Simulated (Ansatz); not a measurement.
**Run report: CH8SSn, geometry relaxation**

CH8SSn, computed with RKS BHLYP-D4/def2-SVP (Ansatz 0.2.0).

The input holds or restrains some coordinates. Forces given for the steps count only the free coordinates. It belongs to a series of runs on one base structure; here: pulled along the bonds that form and break, towards end A. Figures and captions count atoms from 1; the log counts them from 0 in places.

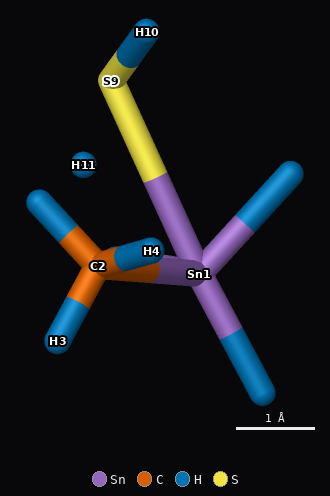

Fig. 1: The input geometry (stick view, seen at a tilt; atoms are numbered from 1 in the order of the input). Sticks mark near contacts.

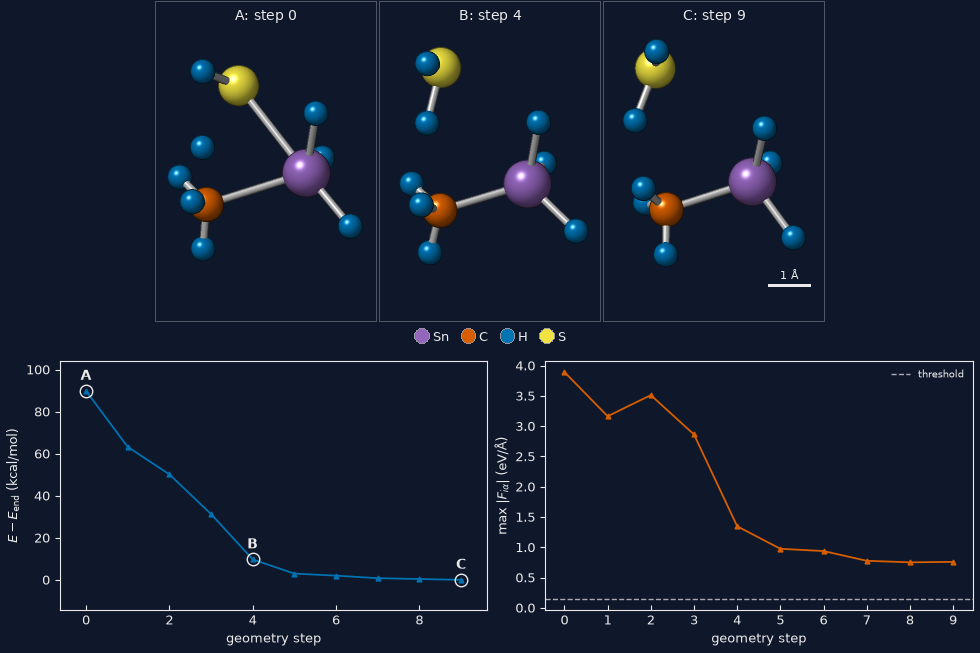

Fig. 2: Frames of the restrained relaxation (ball-and-stick view, seen at a tilt) above the curves, on which the letters mark them (the first geometry is step 0 here and step 1 in the log).

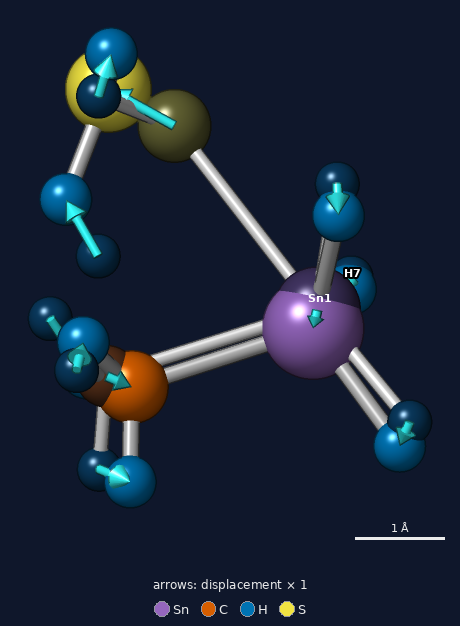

Fig. 3: Start (faint) and end (solid) with the displacements as teal arrows, at true length (ball-and-stick view, seen at a tilt). The two geometries are laid on each other by the best rigid fit. After 9 geometry steps the energy has fallen by 89.9 kcal/mol. Largest force component: 3.9 eV/Å at the start, 0.76 eV/Å at the end. The largest move after the best rigid fit is that of S9, 0.85 Å. By element the largest moves are S 0.85 Å, H 0.82 Å, C 0.31 Å, Sn 0.21 Å. Among the contacts that change: Sn1–S9 2.740 → 3.644 Å, S9–H11 1.766 → 1.374 Å, Sn1–C2 2.500 → 2.154 Å, S9–H10 1.400 → 1.340 Å. New bonds form: S9–H11 (1.77 → 1.37 Å). Bonds break: Sn1–S9 (2.74 → 3.64 Å). Among the angles that change: C2–Sn1–H8 109.5° → 106.9°, Sn1–C2–H4 109.5° → 111.8°. (Atoms are counted from 1 in the order of the input.)

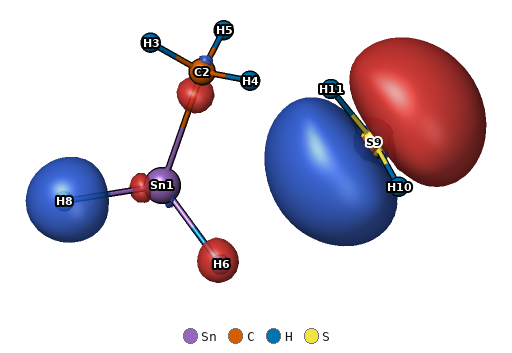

Fig. 4: One frontier orbital at ±0.1 Å⁻³ᐟ² (blue and red are the two phases), seen at an oblique angle. The HOMO, at −8.46 eV.

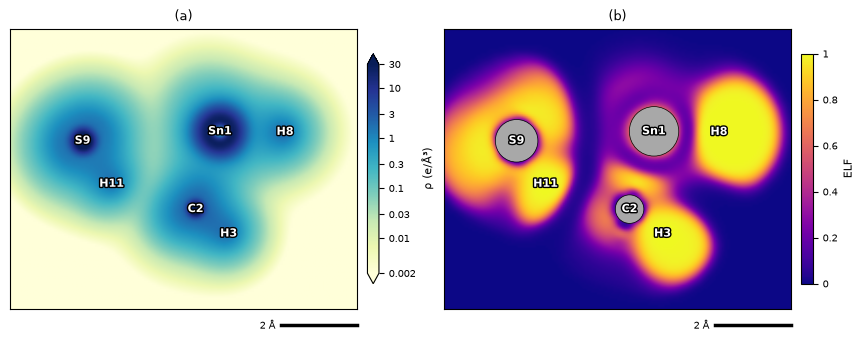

Fig. 5: (a) electron density; (b) ELF on the plane of atoms C2, Sn1 and H8. Grey discs, where drawn, cover atomic cores. Sn1···S9 (3.64 Å): ρ is about 0.06 e/Å³ halfway; the ELF is only about 0.05 between them (a non-bonded, intermolecular contact).

The input and output of the run follow.

**The input**
```yaml
crystal:
  periodic: [false, false, false]
  atoms:
    - { symbol: Sn, position_ang: [0.0, 0.0, 0.0] }
    - { symbol: C, position_ang: [0.0, 0.0, 2.5] }
    - { symbol: H, position_ang: [-0.9996, -0.3092, 2.8705] }
    - { symbol: H, position_ang: [0.7676, -0.7111, 2.8705] }
    - { symbol: H, position_ang: [0.232, 1.0203, 2.8705] }
    - { symbol: H, position_ang: [1.6408, 0.0, -0.5794] }
    - { symbol: H, position_ang: [-0.8195, 1.4198, -0.5794] }
    - { symbol: H, position_ang: [-0.8195, -1.4198, -0.5794] }
    - { symbol: S, position_ang: [1.437, 2.1671, 0.864] }
    - { symbol: H, position_ang: [2.5139, 1.7322, 1.6457] }
    - { symbol: H, position_ang: [0.7706, 1.1621, 2.1543] }
basis:
  gaussian: { orbitals: def2-SVP }
hamiltonian:
  xc: { name: BHLYP }
  dispersion: d4
relax:
  f_tol: 0.15
  max_steps: 25
  restrain:
    - { distance: [0, 8], at: 3.64, k: 30.0 }
    - { distance: [10, 1], at: 2.31, k: 30.0 }
    - { distance: [0, 1], at: 2.15, k: 30.0 }
    - { distance: [10, 8], at: 1.4, k: 30.0 }
output:
  orbitals: {}
```

Launched with:
```bash
ansatz run input.yaml --threads 2 --pin off --max-ram 3072MiB --backend cpu --events-out ev --progress --plain --runs-dir out
```

**Output**
```
The last accepted step is kept in [file] (removed where the run ends without a failure and the disk answers)
Engine: ansatz 0.2.0, aarch64-unknown-linux-gnu
Functional definition: BHLYP
  parameter a = 0.5
  exchange = (1 - a)*b88_x + a*exact_x
  correlation = lyp_c
1150 factors; integrals over basis functions are off by at most 3.5e-4 eV
mean field evaluation 1: about -17819.6898 eV, gradient 3.1e1 eV
mean field evaluation 2: about -17820.0663 eV, gradient 2.8e1 eV
mean field evaluation 4: about -17822.1507 eV, gradient 1.4e0 eV
mean field evaluation 8: about -17822.2166 eV, gradient 2.6e-2 eV
mean field -17822.21663684 eV, -654.9543810715 hartree, gradient 8.7e-5 eV, S^2 0.000000; 0 other end points of the search recorded, 0 dependent functions left out
the calculation of the forces begins
reference -17822.21681726 eV, -654.9543877017 hartree; 26, 26 occupied and 72, 72 virtual orbitals, 1150 factors
relax step   1: F+E_penalty+E_count = -17822.53162860 eV  Δ(F+E_penalty+E_count) = +0.000e0 eV  max|allowed force component| = 3.894e0 eV/Å  E_restraint = 27.43914541 eV  max|allowed force component, restraints' pulls added| = 2.949e1 eV/Å  Δτ_max = 0.0000 Å  (25 SCF iters, accepted)
  distance Sn 0 - S 8 = 2.7400 Å
  distance H 10 - C 1 = 1.4366 Å
  distance Sn 0 - C 1 = 2.5000 Å
  distance H 10 - S 8 = 1.7661 Å
these checks for a lower state are left out or cut short: starts, cluster_reference, orbital_swaps, neighbouring_geometries, increment
1150 factors; integrals over basis functions are off by at most 8.0e-4 eV
mean field evaluation 16: about -17822.5471 eV, gradient 1.8e1 eV
mean field -17823.37366994 eV, -654.9969012536 hartree, gradient 9.2e-6 eV, S^2 0.000000; 0 other end points of the search recorded, 0 dependent functions left out
[... from here on the field's lines of each further geometry are left out, up to the last ...]
relax step   2: F+E_penalty+E_count = -17823.68567777 eV  Δ(F+E_penalty+E_count) = -1.154e0 eV  max|allowed force component| = 3.164e0 eV/Å  E_restraint = 12.61787530 eV  max|allowed force component, restraints' pulls added| = 2.113e1 eV/Å  Δτ_max = 0.1949 Å  (34 SCF iters, accepted)
relax step   3: F+E_penalty+E_count = -17824.25276113 eV  Δ(F+E_penalty+E_count) = -5.671e-1 eV  max|allowed force component| = 3.512e0 eV/Å  E_restraint = 4.67606043 eV  max|allowed force component, restraints' pulls added| = 1.125e1 eV/Å  Δτ_max = 0.1948 Å  (29 SCF iters, accepted)
relax step   4: F+E_penalty+E_count = -17825.07077286 eV  Δ(F+E_penalty+E_count) = -8.180e-1 eV  max|allowed force component| = 2.863e0 eV/Å  E_restraint = 0.83068977 eV  max|allowed force component, restraints' pulls added| = 4.430e0 eV/Å  Δτ_max = 0.1948 Å  (29 SCF iters, accepted)
relax step   5: F+E_penalty+E_count = -17826.00678611 eV  Δ(F+E_penalty+E_count) = -9.360e-1 eV  max|allowed force component| = 1.347e0 eV/Å  E_restraint = 0.04882115 eV  max|allowed force component, restraints' pulls added| = 1.387e0 eV/Å  Δτ_max = 0.1947 Å  (29 SCF iters, accepted)
relax step   6: F+E_penalty+E_count = -17826.29924181 eV  Δ(F+E_penalty+E_count) = -2.925e-1 eV  max|allowed force component| = 9.751e-1 eV/Å  E_restraint = 0.00830165 eV  max|allowed force component, restraints' pulls added| = 4.813e-1 eV/Å  Δτ_max = 0.1948 Å  (27 SCF iters, accepted)
relax step   7: F+E_penalty+E_count = -17826.34111675 eV  Δ(F+E_penalty+E_count) = -4.187e-2 eV  max|allowed force component| = 9.375e-1 eV/Å  E_restraint = 0.00735986 eV  max|allowed force component, restraints' pulls added| = 5.668e-1 eV/Å  Δτ_max = 0.1909 Å  (27 SCF iters, accepted)
relax step   8: F+E_penalty+E_count = -17826.39367321 eV  Δ(F+E_penalty+E_count) = -5.256e-2 eV  max|allowed force component| = 7.768e-1 eV/Å  E_restraint = 0.01344453 eV  max|allowed force component, restraints' pulls added| = 1.414e-1 eV/Å  Δτ_max = 0.2000 Å  (27 SCF iters, accepted)
relax step   9: F+E_penalty+E_count = -17826.41075067 eV  Δ(F+E_penalty+E_count) = -1.708e-2 eV  max|allowed force component| = 7.517e-1 eV/Å  E_restraint = 0.01754853 eV  max|allowed force component, restraints' pulls added| = 5.020e-1 eV/Å  Δτ_max = 0.1919 Å  (27 SCF iters, accepted)
the calculation of the forces begins
reference -17826.14574921 eV, -655.0987732878 hartree; 26, 26 occupied and 72, 72 virtual orbitals, 1150 factors
relax step  10: F+E_penalty+E_count = -17826.42798457 eV  Δ(F+E_penalty+E_count) = -1.723e-2 eV  max|allowed force component| = 7.587e-1 eV/Å  E_restraint = 0.01180321 eV  max|allowed force component, restraints' pulls added| = 6.236e-2 eV/Å  Δτ_max = 0.1998 Å  (28 SCF iters, accepted)
  distance Sn 0 - S 8 = 3.6438 Å
  distance H 10 - C 1 = 2.3188 Å
  distance Sn 0 - C 1 = 2.1542 Å
  distance H 10 - S 8 = 1.3740 Å
1150 factors; integrals over basis functions are off by at most 4.8e-4 eV
mean field -17826.14556222 eV, -655.0987664161 hartree, gradient 1.4e-5 eV, S^2 0.000000; 1 other end points of the search recorded, 0 dependent functions left out
the calculation of the forces begins
reference -17826.14574921 eV, -655.0987732878 hartree; 26, 26 occupied and 72, 72 virtual orbitals, 1150 factors
Total energy: -17826.42817156 eV, -655.1091521177 hartree
Atom 0 at    -0.142791    -0.136617     0.117528 Å, force    -0.062797    -0.112146    -0.109418 eV/Å
Atom 1 at    -0.163432    -0.101961     2.271349 Å, force    -0.210435    -0.206213     0.156484 eV/Å
Atom 2 at    -0.836210    -0.882164     2.634314 Å, force    -0.004058     0.001399     0.001636 eV/Å
Atom 3 at     0.825801    -0.295953     2.689186 Å, force     0.026904     0.006092    -0.033741 eV/Å
Atom 4 at    -0.533780     0.856154     2.638338 Å, force    -0.024402    -0.005342     0.017719 eV/Å
Atom 5 at     1.442945    -0.318855    -0.474846 Å, force     0.031082    -0.001431    -0.024748 eV/Å
Atom 6 at    -0.881812     1.254290    -0.528007 Å, force     0.001759     0.008815    -0.005206 eV/Å
Atom 7 at    -1.050782    -1.508331    -0.367179 Å, force     0.000114     0.003207    -0.027507 eV/Å
Atom 8 at     1.868232     2.608398     1.420455 Å, force    -0.337120    -0.451284     0.582358 eV/Å
Atom 9 at     2.962219     1.837221     1.352024 Å, force    -0.000126    -0.001770    -0.005678 eV/Å
Atom 10 at     1.232908     1.749218     2.284138 Å, force     0.579081     0.758674    -0.551901 eV/Å
Dipole moment:     0.109271    -0.141652     0.250835 e Å
```

**Trajectory as extended XYZ (Å, eV, eV/Å), 10 frames, from step=1 to step=10**
```
11
Properties=species:S:1:pos:R:3:forces:R:3 step=1 energy=-17822.53163
Sn    0.0000    0.0000    0.0000    0.5371  -0.0484   0.4535
C     0.0000    0.0000    2.5000   -0.4168  -2.7345  -1.6322
H    -0.9996   -0.3092    2.8705    0.5035   0.6866   0.0375
H     0.7676   -0.7111    2.8705   -0.3921   0.5652  -0.1681
H     0.2320    1.0203    2.8705   -1.5753  -0.0923   2.5198
H     1.6408    0.0000   -0.5794   -0.6886  -0.9415  -0.1303
H    -0.8195    1.4198   -0.5794   -0.1237  -0.5711   0.2313
H    -0.8195   -1.4198   -0.5794   -0.1216  -0.0002   0.4089
S     1.4370    2.1671    0.8640    1.4980   0.5743   3.3401
H     2.5139    1.7322    1.6457   -0.5422   0.5203  -1.1664
H     0.7706    1.1621    2.1543    1.3217   2.0415  -3.8943
11
Properties=species:S:1:pos:R:3:forces:R:3 step=2 energy=-17823.68568
Sn   -0.0763   -0.1223    0.0266    1.7379   2.3900   0.9184
C    -0.0508   -0.0881    2.4486    1.2109   0.9769  -0.6712
H    -1.0091   -0.3127    2.8763   -0.5829  -0.3042   0.3073
H     0.7617   -0.7130    2.8689   -0.5779  -0.0300  -0.3448
H     0.2204    0.9962    2.8659   -1.4541  -2.2221   0.1082
H     1.6294   -0.0097   -0.5789   -1.3410  -0.7276   0.3576
H    -0.8192    1.4102   -0.5755    0.1651  -1.1968   0.5080
H    -0.8249   -1.4270   -0.5781   -0.8694  -1.3473  -0.3112
S     1.5059    2.2859    0.9705   -0.0899  -0.7340   2.8093
H     2.5254    1.7314    1.6472    0.6919   0.3877  -0.5180
H     0.8608    1.3105    2.0657    1.1096   2.8074  -3.1635
11
Properties=species:S:1:pos:R:3:forces:R:3 step=3 energy=-17824.25276
Sn   -0.1254   -0.1974    0.0637    2.2876   3.5125   0.9472
C    -0.0958   -0.1627    2.4041    2.4765   2.8314   0.0554
H    -1.0241   -0.3239    2.8816   -1.1964  -0.7866   0.4701
H     0.7530   -0.7174    2.8628   -0.8279  -0.3581  -0.5228
H     0.2024    0.9555    2.8519   -1.4396  -2.8865  -1.0071
H     1.6091   -0.0164   -0.5706   -1.5584  -0.6987   0.5793
H    -0.8152    1.3917   -0.5674    0.2106  -1.4536   0.6410
H    -0.8396   -1.4508   -0.5863   -1.1651  -1.9105  -0.6966
S     1.5645    2.3775    1.0501   -0.6236  -0.5075   1.7564
H     2.5435    1.7342    1.6449    1.5524   0.0813  -0.2067
H     0.9511    1.4710    2.0024    0.2839   2.1763  -2.0162
11
Properties=species:S:1:pos:R:3:forces:R:3 step=4 energy=-17825.07077
Sn   -0.1540   -0.2384    0.1187    1.8500   2.8629   0.0112
C    -0.1139   -0.1978    2.3561    1.6014   2.6882   1.2059
H    -1.0457   -0.3516    2.8765   -0.4974  -0.7612  -0.0503
H     0.7286   -0.7369    2.8384   -0.7149  -0.5031  -0.5798
H     0.1624    0.8817    2.8127   -1.0246  -2.2471  -1.3422
H     1.5532   -0.0407   -0.5447   -1.3302  -0.6038   0.6588
H    -0.8090    1.3375   -0.5423    0.1154  -1.2986   0.6625
H    -0.8707   -1.5019   -0.6044   -0.7280  -1.1886  -0.3412
S     1.6599    2.5251    1.1339   -0.2206  -0.4508   1.0023
H     2.6025    1.7415    1.6309    1.3701   0.1543  -0.3584
H     1.0100    1.6430    1.9614   -0.4211   1.3478  -0.8688
11
Properties=species:S:1:pos:R:3:forces:R:3 step=5 energy=-17826.00679
Sn   -0.1297   -0.2050    0.1480    0.3859   0.6820  -0.2509
C    -0.1136   -0.1866    2.3294    0.4045   0.8120   1.0760
H    -1.0595   -0.4107    2.8339   -0.0154  -0.4083  -0.3838
H     0.6896   -0.7922    2.7849   -0.3925  -0.1942  -0.4357
H     0.1168    0.8303    2.7410   -0.3849  -0.7566  -0.5317
H     1.4705   -0.1040   -0.4825   -0.1339  -0.2941   0.2370
H    -0.8219    1.2450   -0.4822   -0.1639  -0.2688   0.2572
H    -0.8909   -1.5291   -0.5830   -0.1780  -0.2600   0.1557
S     1.7747    2.6560    1.2211   -0.2199  -1.0716   0.9824
H     2.7137    1.7624    1.5851    0.4516   0.4129  -0.3666
H     0.9735    1.7953    1.9418    0.2465   1.3467  -0.7396
11
Properties=species:S:1:pos:R:3:forces:R:3 step=6 energy=-17826.29924
Sn   -0.1087   -0.1588    0.1391    0.1751   0.1812  -0.1682
C    -0.1051   -0.1518    2.2957   -0.6333  -0.5375   0.7550
H    -1.0809   -0.5211    2.6749    0.4702   0.0961  -0.2657
H     0.6700   -0.8203    2.6932   -0.0991   0.0743  -0.1586
H     0.0393    0.8221    2.7749   -0.1032  -0.1530  -0.1642
H     1.5236   -0.2090   -0.4016   -0.2596  -0.0173  -0.0165
H    -0.9279    1.2479   -0.4083    0.0996  -0.1804  -0.0118
H    -0.9204   -1.5479   -0.4525   -0.0015   0.0254   0.1010
S     1.8559    2.6914    1.2729   -0.4085  -0.6872   0.6136
H     2.8500    1.8095    1.5222   -0.2148   0.2259  -0.0724
H     0.9276    1.8995    1.9268    0.9751   0.9726  -0.6120
11
Properties=species:S:1:pos:R:3:forces:R:3 step=7 energy=-17826.34112
Sn   -0.1068   -0.1284    0.1513   -0.0673  -0.0275  -0.1449
C    -0.1412   -0.1429    2.3085   -0.4210  -0.5370   0.6873
H    -1.0624   -0.6684    2.6479    0.5668   0.2814  -0.2390
H     0.7244   -0.7126    2.6875   -0.2779   0.2203  -0.1001
H    -0.1492    0.8436    2.7968   -0.0436  -0.2982  -0.2193
H     1.4964   -0.2006   -0.4282   -0.0576  -0.0088   0.0021
H    -0.9250    1.2507   -0.4299    0.0286  -0.0243  -0.0313
H    -0.9285   -1.5298   -0.3900   -0.0191  -0.0062   0.0243
S     1.9032    2.6822    1.2851   -0.5081  -0.6664   0.5591
H     2.9185    1.8249    1.5046   -0.1189   0.1292  -0.0444
H     0.9938    1.8426    1.9037    0.9181   0.9375  -0.4938
11
Properties=species:S:1:pos:R:3:forces:R:3 step=8 energy=-17826.39367
Sn   -0.1237   -0.1183    0.1529   -0.0501  -0.2348  -0.2107
C    -0.1559   -0.1495    2.3052   -0.2227  -0.1432   0.2656
H    -0.9846   -0.7925    2.6219    0.1057   0.0545  -0.0091
H     0.7701   -0.5563    2.7242   -0.0650   0.0663  -0.0864
H    -0.3358    0.8437    2.7247   -0.0277  -0.0948   0.0277
H     1.4715   -0.2417   -0.4308   -0.0027  -0.0001  -0.0291
H    -0.9024    1.2677   -0.4583    0.0112   0.0062   0.0150
H    -0.9883   -1.5071   -0.3608   -0.0032   0.0184  -0.0320
S     1.9091    2.6692    1.3276   -0.4386  -0.4559   0.4345
H     2.9746    1.8665    1.4564    0.0107   0.0066  -0.0171
H     1.0886    1.7797    1.9744    0.6824   0.7768  -0.3583
11
Properties=species:S:1:pos:R:3:forces:R:3 step=9 energy=-17826.41075
Sn   -0.1289   -0.1281    0.1492   -0.1491  -0.0924  -0.2484
C    -0.1888   -0.1259    2.3017   -0.0200  -0.1459   0.5187
H    -0.9070   -0.8982    2.6252    0.2956   0.2589  -0.0445
H     0.8086   -0.3762    2.7113   -0.5020   0.1130  -0.1035
H    -0.5272    0.8436    2.7115    0.1521  -0.4295  -0.1935
H     1.4599   -0.2778   -0.4493    0.0046  -0.0024   0.0314
H    -0.8816    1.2707   -0.4651    0.0071   0.0061  -0.0262
H    -1.0150   -1.4986   -0.3800    0.0035   0.0135  -0.0007
S     1.9169    2.6428    1.3604   -0.3334  -0.5214   0.4890
H     3.0100    1.8612    1.3800   -0.0935   0.0485  -0.0022
H     1.1765    1.7477    2.0925    0.6351   0.7517  -0.4202
11
Properties=species:S:1:pos:R:3:forces:R:3 step=10 energy=-17826.42798
Sn   -0.1428   -0.1366    0.1175   -0.0628  -0.1121  -0.1094
C    -0.1634   -0.1020    2.2713   -0.2104  -0.2062   0.1565
H    -0.8362   -0.8822    2.6343   -0.0041   0.0014   0.0016
H     0.8258   -0.2960    2.6892    0.0269   0.0061  -0.0337
H    -0.5338    0.8562    2.6383   -0.0244  -0.0053   0.0177
H     1.4429   -0.3189   -0.4748    0.0311  -0.0014  -0.0247
H    -0.8818    1.2543   -0.5280    0.0018   0.0088  -0.0052
H    -1.0508   -1.5083   -0.3672    0.0001   0.0032  -0.0275
S     1.8682    2.6084    1.4205   -0.3371  -0.4513   0.5824
H     2.9622    1.8372    1.3520   -0.0001  -0.0018  -0.0057
H     1.2329    1.7492    2.2841    0.5791   0.7587  -0.5519
```

**Results in brief**

| quantity | value |
| --- | --- |
| outcome | converged under the restraints of the input |
| total energy | −17826.4282 eV |
| mean-field energy | −17826.1457 eV |
| largest force (length of the vector) at the end, held atoms and coordinates included | 1.103 eV/Å |
| hardware | 2 threads of Arm Neoverse V2, 24 GiB of memory available, shared host |
| wall time | 32 s (CPU time 61 s) |
| peak memory | 0.22 GiB |
